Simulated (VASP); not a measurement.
Band structure of Bi (a7). All values below come from PBE GGA with spin-orbit coupling, VASP's PBE PAW potentials (set 64) (plane waves; VASP).

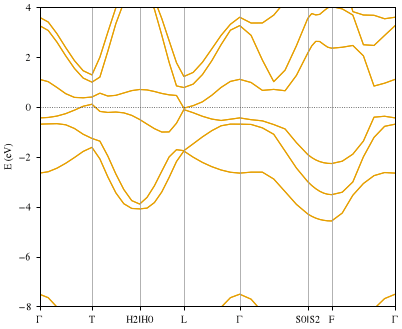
Figure: Bands along high-symmetry lines, zero at the valence-band maximum or, without a gap, the Fermi level

Q: Read the plot: is there a gap, and where are the band edges?

A: It has no gap at this level: it comes out as a metal or semimetal.

The compound is Bi in the a7 structure. It was relaxed first.
